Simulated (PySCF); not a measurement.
# SnBrF (SMILES [F][Sn][Br]): HF/ccECP-aug-cc-pVDZ (core potential)

We compute a geometry optimisation of SnBrF. 

Program for the calculation: PySCF 2.14.0.

1 further run of the same task is left out (set aside as unsound or not needed).

**1. Starting point**

SnBrF: 3 atoms, total charge 0, spin state singlet. SMILES: `[F][Sn][Br]`. The coordinates come from a PBE0-D4/def2-TZVP relaxation. The run starts from this shape.

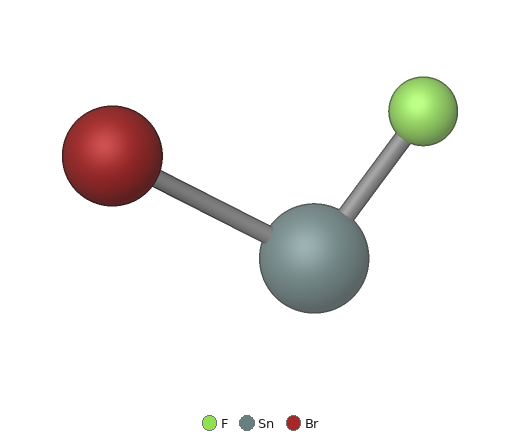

The structure, seen from a chosen angle (fluorine green, tin teal, bromine red).

**2. A geometry optimisation at HF/ccECP-aug-cc-pVDZ (core potential)**

Input file calc.py:

```python
# [F][Sn][Br]
from pyscf import gto
from pyscf.geomopt.geometric_solver import kernel as optimise

mol = gto.M(
    atom='F -0.943200 1.248900 -0.388900; Sn -0.636500 -0.662500 -0.416800; Br 1.568700 -0.651200 0.792400',
    charge=0,
    spin=0,
    verbose=3,
    basis='ccecp-aug-cc-pvdz',
    ecp='ccecp',
    max_memory=1860,
)

myscf = mol.RHF()
myscf.conv_tol = 1e-10
converged, mol_eq = optimise(myscf, maxsteps=60, convergence_set='GAU_TIGHT')
print('converged:', converged)
print(mol_eq.tostring())

myscf.reset(mol_eq)
mol = mol_eq
myscf.kernel()
if not myscf.converged:
    myscf = myscf.newton().run(myscf.mo_coeff, myscf.mo_occ)
energy = myscf.e_tot
print('Final energy', energy)
```

The run is started by

```bash
$ OMP_NUM_THREADS=1 python calc.py
```

Log:

```text
convergence_set           GAU_TIGHT
maxiter                   60
----------------------------------------------------------
Custom engine selected.
Bonds will be generated from interatomic distances less than 1.20 times sum of covalent radii
9 internal coordinates being used (instead of 9 Cartesians)
Internal coordinate system (atoms numbered from 1):
Distance 1-2
Distance 2-3
Angle 1-2-3
Translation-X 1-3
Translation-Y 1-3
Translation-Z 1-3
Rotation-A 1-3
Rotation-B 1-3
Rotation-C 1-3
> ===== Optimization Info: ====
> Job type: Energy minimization
> Maximum number of optimization cycles: 60
> Initial / maximum trust radius (Angstrom): 0.100 / 0.300
> Convergence Criteria:
> Will converge when all 5 criteria are reached:
>  |Delta-E| < 1.00e-06
>  RMS-Grad  < 1.00e-05
>  Max-Grad  < 1.50e-05
>  RMS-Disp  < 4.00e-05
>  Max-Disp  < 6.00e-05
> === End Optimization Info ===

Geometry optimization cycle 1
Cartesian coordinates (Angstrom)
 Atom        New coordinates             dX        dY        dZ
   F  -0.943200   1.248900  -0.388900    0.000000  0.000000  0.000000
  Sn  -0.636500  -0.662500  -0.416800    0.000000  0.000000  0.000000
  Br   1.568700  -0.651200   0.792400    0.000000  0.000000  0.000000

WARN: Mole.unit (angstrom) is changed to Bohr

converged SCF energy = -40.5449827084611
--------------- RHF_Scanner gradients ---------------
         x                y                z
0 F    -0.0024974337     0.0113438859    -0.0002054050
1 Sn     0.0020317715    -0.0107592974     0.0000102274
2 Br     0.0004656622    -0.0005845885     0.0001951775
----------------------------------------------
cycle 1: E = -40.5449827085  dE = -40.545  norm(grad) = 0.0159828
Step    0 : Gradient = 9.228e-03/1.162e-02 (rms/max) Energy = -40.5449827085
Hessian Eigenvalues: 5.00000e-02 5.00000e-02 5.00000e-02 ... 8.96159e-02 1.77777e-01 2.50000e-01

Geometry optimization cycle 2
Cartesian coordinates (Angstrom)
 Atom        New coordinates             dX        dY        dZ
   F  -0.926847   1.227581  -0.382127    0.016353 -0.021319  0.006773
  Sn  -0.643359  -0.652342  -0.419517   -0.006859  0.010158 -0.002717
  Br   1.559206  -0.640040   0.788343   -0.009494  0.011160 -0.004057
converged SCF energy = -40.5452697552515
--------------- RHF_Scanner gradients ---------------
         x                y                z
0 F     0.0003794807    -0.0038580625    -0.0001875589
1 Sn     0.0002913229     0.0040344456     0.0005731141
2 Br    -0.0006708036    -0.0001763831    -0.0003855552
----------------------------------------------
cycle 2: E = -40.5452697553  dE = -0.000287047  norm(grad) = 0.00569066
Step    1 : Displace = 1.963e-02/2.771e-02 (rms/max) Trust = 1.000e-01 (=) Grad = 3.286e-03/4.085e-03 (rms/max) E (change) = -40.5452697553 (-2.870e-04) Quality = 0.727
Hessian Eigenvalues: 5.00000e-02 5.00000e-02 5.00000e-02 ... 8.99313e-02 2.29715e-01 2.53254e-01

Geometry optimization cycle 3
Cartesian coordinates (Angstrom)
 Atom        New coordinates             dX        dY        dZ
   F  -0.927560   1.231839  -0.382081   -0.000714  0.004257  0.000045
  Sn  -0.644412  -0.656581  -0.420528   -0.001053 -0.004239 -0.001011
  Br   1.560972  -0.640058   0.789309    0.001766 -0.000018  0.000966
converged SCF energy = -40.5453022362147
--------------- RHF_Scanner gradients ---------------
         x                y                z
0 F    -0.0001100177     0.0001873915    -0.0000410621
1 Sn     0.0000047159    -0.0001180507    -0.0000095165
2 Br     0.0001053018    -0.0000693408     0.0000505786
----------------------------------------------
cycle 3: E = -40.5453022362  dE = -3.2481e-05  norm(grad) = 0.000285323
Step    2 : Displace = 3.777e-03/4.477e-03 (rms/max) Trust = 1.000e-01 (=) Grad = 1.647e-04/2.211e-04 (rms/max) E (change) = -40.5453022362 (-3.248e-05) Quality = 0.948
Hessian Eigenvalues: 5.00000e-02 5.00000e-02 5.00000e-02 ... 9.09753e-02 2.34371e-01 2.56300e-01

Geometry optimization cycle 4
Cartesian coordinates (Angstrom)
 Atom        New coordinates             dX        dY        dZ
   F  -0.926403   1.231296  -0.381503    0.001158 -0.000543  0.000579
  Sn  -0.644714  -0.656961  -0.420732   -0.000302 -0.000380 -0.000205
  Br   1.560117  -0.639135   0.788935   -0.000855  0.000923 -0.000374
converged SCF energy = -40.5453026622649
--------------- RHF_Scanner gradients ---------------
         x                y                z
0 F    -0.0000238240     0.0000157755    -0.0000114342
1 Sn     0.0000235930     0.0000025609     0.0000131871
2 Br     0.0000002309    -0.0000183365    -0.0000017529
----------------------------------------------
cycle 4: E = -40.5453026623  dE = -4.2605e-07  norm(grad) = 4.49848e-05
Step    3 : Displace = 1.150e-03/1.406e-03 (rms/max) Trust = 1.414e-01 (+) Grad = 2.597e-05/3.078e-05 (rms/max) E (change) = -40.5453026623 (-4.261e-07) Quality = 1.186
Hessian Eigenvalues: 5.00000e-02 5.00000e-02 5.00000e-02 ... 9.45436e-02 1.84187e-01 2.56042e-01

Geometry optimization cycle 5
Cartesian coordinates (Angstrom)
 Atom        New coordinates             dX        dY        dZ
   F  -0.926057   1.231166  -0.381327    0.000346 -0.000130  0.000176
  Sn  -0.644882  -0.657110  -0.420840   -0.000168 -0.000149 -0.000107
  Br   1.559940  -0.638856   0.788866   -0.000178  0.000279 -0.000069
converged SCF energy = -40.5453026840983
--------------- RHF_Scanner gradients ---------------
         x                y                z
0 F     0.0000005937    -0.0000050141    -0.0000001887
1 Sn    -0.0000026130     0.0000051166    -0.0000009070
2 Br     0.0000020194    -0.0000001025     0.0000010957
----------------------------------------------
cycle 5: E = -40.5453026841  dE = -2.18335e-08  norm(grad) = 8.04039e-06
Step    4 : Displace = 3.383e-04/4.093e-04 (rms/max) Trust = 2.000e-01 (+) Grad = 4.642e-06/5.816e-06 (rms/max) E (change) = -40.5453026841 (-2.183e-08) Quality = 1.001
Hessian Eigenvalues: 4.99999e-02 5.00000e-02 5.00000e-02 ... 9.48595e-02 1.82425e-01 2.59166e-01

Geometry optimization cycle 6
Cartesian coordinates (Angstrom)
 Atom        New coordinates             dX        dY        dZ
   F  -0.926054   1.231170  -0.381324    0.000003  0.000004  0.000002
  Sn  -0.644877  -0.657117  -0.420838    0.000005 -0.000007  0.000002
  Br   1.559931  -0.638853   0.788862   -0.000009  0.000003 -0.000004
converged SCF energy = -40.5453026841798
--------------- RHF_Scanner gradients ---------------
         x                y                z
0 F    -0.0000000384     0.0000000782    -0.0000000130
1 Sn     0.0000004505    -0.0000000710     0.0000002395
2 Br    -0.0000004121    -0.0000000072    -0.0000002265
----------------------------------------------
cycle 6: E = -40.5453026842  dE = -8.14921e-11  norm(grad) = 7.02999e-07
Step    5 : Displace = 8.558e-06/1.006e-05 (rms/max) Trust = 2.828e-01 (+) Grad = 4.059e-07/5.151e-07 (rms/max) E (change) = -40.5453026842 (-8.149e-11) Quality = 0.912
Hessian Eigenvalues: 4.99999e-02 5.00000e-02 5.00000e-02 ... 9.48595e-02 1.82425e-01 2.59166e-01
Converged! =D

converged: True
F          -0.92605376        1.23117030       -0.38132429
Sn         -0.64487731       -0.65711731       -0.42083750
Br          1.55993107       -0.63885299        0.78886179
converged SCF energy = -40.5453026841798
Final energy -40.545302684179845
```

It took 2.7 min on 1 thread of Intel Xeon at 2.50GHz (Skylake/Cascade Lake), shared host; peak memory 0.15 GiB.

The path in brief:

```tsv
step	energy from the first frame kept (eV)	largest force (eV/Å)
0	0.0000	0.5974
1	-0.0078	0.2101
2	-0.0087	0.0114
3	-0.0087	0.0016
4	-0.0087	0.0003
5	-0.0087	0.0000
```

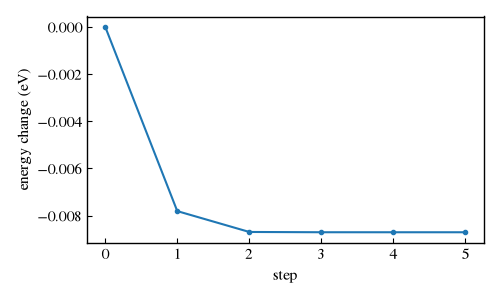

Energy along the run.

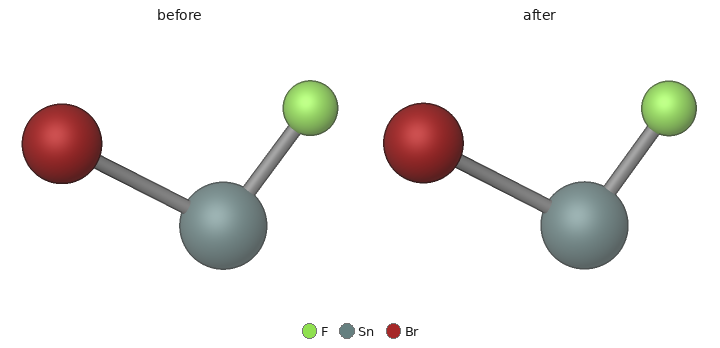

Before and after, at one scale.

After the run. Bond lengths: F1–Sn2 1.910 Å, Sn2–Br3 2.515 Å. Angles: F1–Sn2–Br3 96.4°.

**3. What came out**

Level: HF/ccECP-aug-cc-pVDZ (core potential).

```
               quantity         value
total energy at the end  -40.54530 Eh
          dipole moment        3.53 D
            HOMO energy     -10.37 eV
            LUMO energy      -0.56 eV
          HOMO–LUMO gap       9.82 eV
```

**Reading.** At the final geometry: Bond lengths: F1–Sn2 1.910 Å, Sn2–Br3 2.515 Å. Angles: F1–Sn2–Br3 96.4°. The optimisation took 5 steps and changed the energy by -0.009 eV.
